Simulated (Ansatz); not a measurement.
BH5N (doublet)

Input file:

```
crystal:
  periodic: [false, false, false]
  atoms:
    - {symbol: H, position_ang: [0.740761, -0.744499, 0.955063]}
    - {symbol: B, position_ang: [-0.431244, -0.271880, -0.816121]}
    - {symbol: N, position_ang: [0.208765, 0.052796, 0.620932]}
    - {symbol: H, position_ang: [0.403996, -0.700683, -1.562677]}
    - {symbol: H, position_ang: [-1.232988, 0.566906, -1.120117]}
    - {symbol: H, position_ang: [-0.525411, 0.236613, 1.297351]}
    - {symbol: H, position_ang: [0.836122, 0.860747, 0.625669]}
basis:
  gaussian: {orbitals: def2-TZVPP}
magnetization: {spin_polarized: true, initial_magnetization: 1}
hamiltonian: {xc: pbe0, dispersion: d4}
output: {orbitals: {seedname: orbitals}}
```

Command:

```sh
ansatz run in.yaml --threads 2 --pin off --events-out ev --progress --plain --max-ram 4352MiB
```

The product side of a reaction path; geometry: PBE0-D4/def2-TZVP.

Method: UKS PBE0-D4/def2-TZVPP in Ansatz 0.2.0.

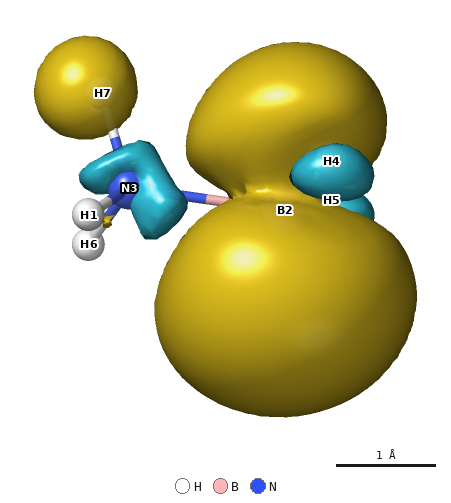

Figure 1. Isosurfaces of the spin density at +0.015 (yellow) and −0.015 e/Å³ (cyan), seen from one side.

Question: Describe the spin distribution.

Answer: The unpaired spin (1 electron) lies mostly on B2 (about 0.8), in electrons by Hirshfeld's partition.

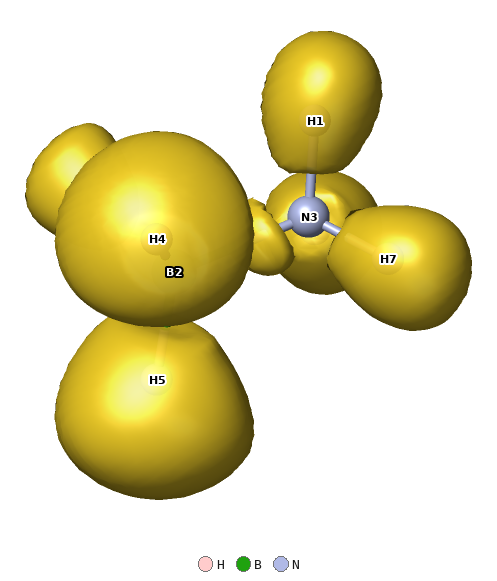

Figure 2. Isosurface of the ELF at 0.85 (yellow), seen at an oblique angle. Core shells and regions of very low density are left out.

Question: Identify the bonds, lone pairs and shells in this picture.

Answer: The surface consists of one region between bonded B–N atoms (shared pairs), five regions around hydrogen nuclei and one lobe on B, pointing away from the bonds (non-bonding electrons).


B–N (1.61 Å): the ELF peaks at about 0.95 between the atoms: a shared but strongly polarised pair. N–H (1.02 Å): the ELF climbs to about 1 towards the hydrogen, as it does in any bond to H; a covalent bond by its length.

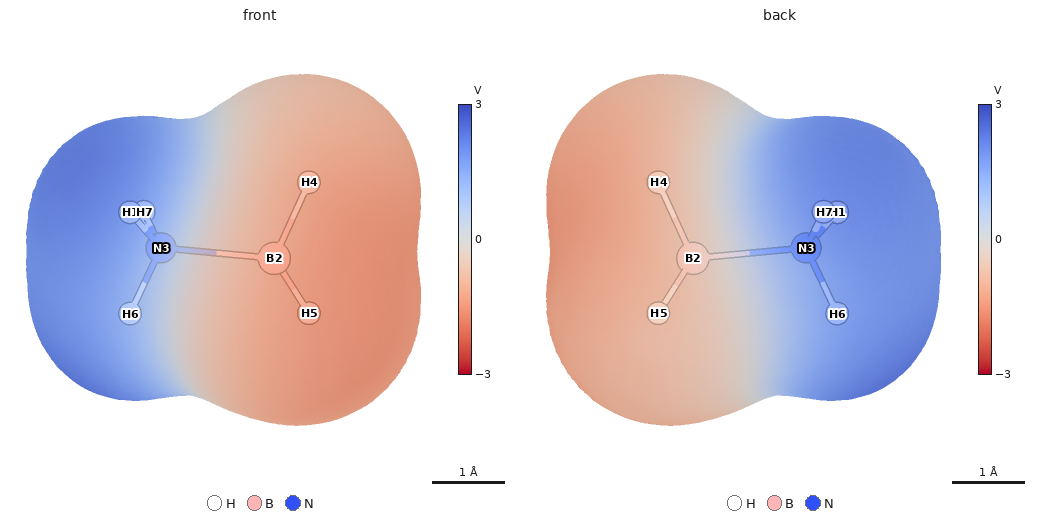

Figure 3. The molecular electrostatic potential painted on the density surface at 0.001 e/bohr³, seen from the front and from behind; red is negative and blue positive.

Question: Where is the surface potential most negative and most positive?

Answer: The most negative region (about −1.7 V, or −39 kcal/mol for a unit charge) lies over H5, the most positive (about +2.3 V, or +53 kcal/mol for a unit charge) over H1 and H6.
